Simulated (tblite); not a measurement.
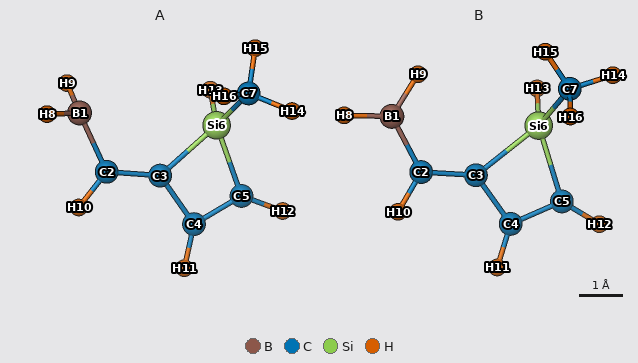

Two geometries of C5H9BSi, drawn at one scale. One is the start of a relaxation, the other its converged end. A ball-and-stick model, seen at a tilt.

Theory: tblite, GFN2-xTB geometry optimisation, gas phase. 

Which one is relaxed?

Structure B is the relaxed one. After 138 geometry steps the energy has fallen by 0.993 eV. H9 moves most after the best rigid fit: 1.14 Å. By element the largest moves are H 1.14 Å, B 0.18 Å, C 0.14 Å, Si 0.10 Å. Some distances before and after: C3–Si6 1.801 → 1.915 Å, C5–Si6 1.819 → 1.907 Å, B1–C2 1.583 → 1.527 Å, Si6–C7 1.842 → 1.895 Å. Bond angles that change, for instance: C3–C4–C5 96.4° → 104.0°, Si6–C5–H12 131.3° → 138.8°, C3–C2–H10 123.7° → 116.4°. Groups turn about Si6–C7 by about 55°.
